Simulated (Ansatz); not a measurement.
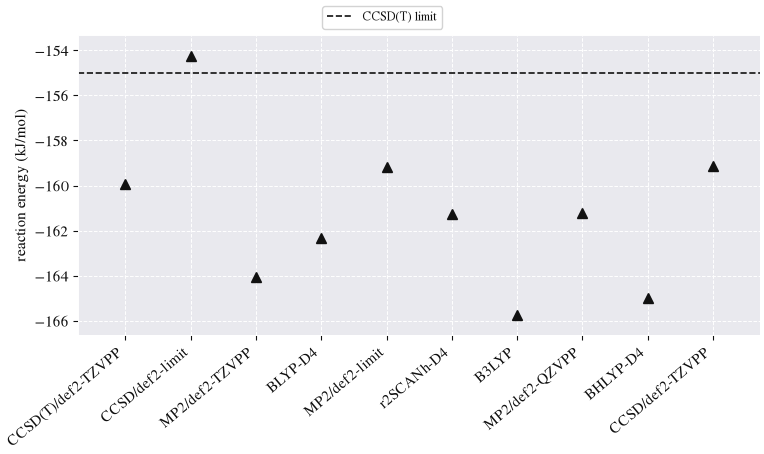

Electronic reaction energy of BSiH₄O₂F (B[Si](O)(O)F) → BSiH₄O₂F (O[SiH2]OBF) (SMILES in brackets) at several levels (functionals in def2-TZVPP unless a basis is named), isolated molecules at PBE0-D4 triple-zeta geometries, minima by their frequencies, no zero-point or thermal terms, the Ansatz code. The line is frozen-core CCSD(T) at the basis limit (MP2 extrapolated from triple and quadruple zeta, plus CCSD(T) less MP2 in a smaller set). No dispersion term is added to B3LYP. The distance of CCSD(T)/def2-TZVPP, MP2/def2-TZVPP, MP2/def2-QZVPP and CCSD/def2-TZVPP to the limit includes basis error. The limit lies 4.9 kJ/mol from CCSD(T)/def2-TZVPP, so the line itself is uncertain by a part of that.

What do zero-point energy and temperature add?

Zero-point change 1.1 kJ/mol; at 298.15 K and 1 bar the CCSD(T) limit plus thermal terms gives an enthalpy of reaction of −155.7 and a free energy of −155.2 kJ/mol (harmonic PBE0-D4 modes, ideal gas).

What range do the values span, the line included?

From −165.7 kJ/mol (B3LYP) to −154.2 kJ/mol (CCSD/def2-limit).

Caveats: one conformer of each flexible molecule.
